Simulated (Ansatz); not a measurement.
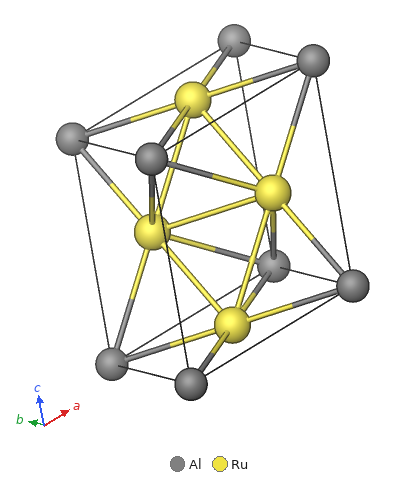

The image is a ball-and-stick drawing of a crystal, viewed slightly off an axis. Thin lines show the simulation cell, with boundary atoms drawn in all their periodic places.

```xyz
4
Lattice="0.0000 4.1897 0.0000 4.1897 0.0000 0.0000 2.0948 2.0948 -4.0592" Properties=species:S:1:pos:R:3 pbc="T T T"
Al    0.0000    0.0000    0.0000
Ru    4.1897    4.1897   -4.0592
Ru    4.1897    2.0948   -2.0296
Ru    2.0948    4.1897   -2.0296
```

Theory: Ansatz 0.2.0, DFT, PAW plane waves, PBEsol. Numerical settings: a kinetic-energy cutoff of 420 eV, 9×9×9 k-points, Fermi-Dirac smearing of 0.026 eV, no spin polarisation. The pressure of the cell is -39 GPa.

Q: What are the atomic charges by Bader's partition?

A: Al +1.16 e; Ru -0.41 to -0.35 e.

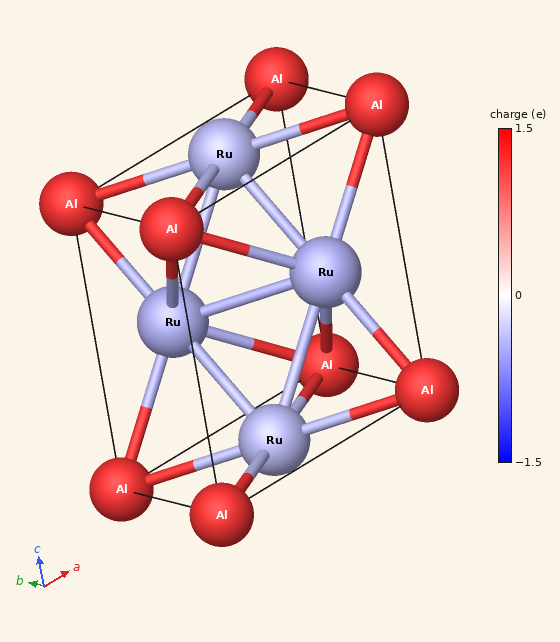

The atoms coloured by those charges.

About the cell: it is a generated cell, made by putting these elements into a known structure type (the compound may or may not exist in this form), and it is unrelaxed. It was the input of a calculation with Ansatz.

At this level of theory the cell isn't at rest (stretched, at -39 GPa), so its distances can differ from those at equilibrium, the more so the softer the solid.
